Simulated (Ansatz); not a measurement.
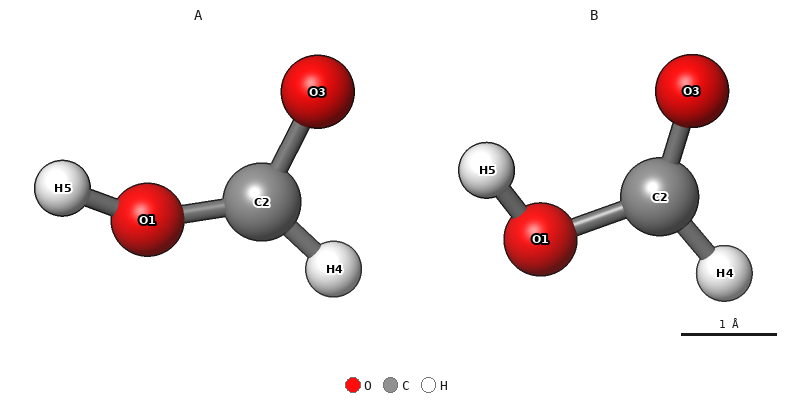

Two geometries of CH₂O₂, drawn at one scale. One is the start of a relaxation, the other its converged end. The picture is a ball-and-stick view, seen at a tilt.

The calculation used RKS PBE0/def2-SVPD (Ansatz 0.2.0). Set-up: no spin polarisation; force threshold 0.02 eV/Å; at most 50 steps.

> Which of the two is the end point?

Structure B is the relaxed one. The run prepares an end point of a later path (hydrogen shift) calculation, from a guessed geometry. The atom that moves furthest after the best rigid fit is H5 (0.35 Å). Largest moves by element: H 0.35 Å, O 0.23 Å, C 0.08 Å. Among the contacts that change: C2–O3 1.335 → 1.198 Å, O1–C2 1.225 → 1.333 Å, C2–H4 1.066 → 1.107 Å, O1–H5 0.990 → 0.969 Å. Among the angles between lasting bonds that change: C2–O1–H5 150.1° → 108.0°, O1–C2–H4 128.4° → 110.1°, O3–C2–H4 108.6° → 124.9°. Over 8 geometry steps the energy falls by 41.3 kcal/mol. Largest force component: 7.9 eV/Å at the start, 0.014 eV/Å at the end.
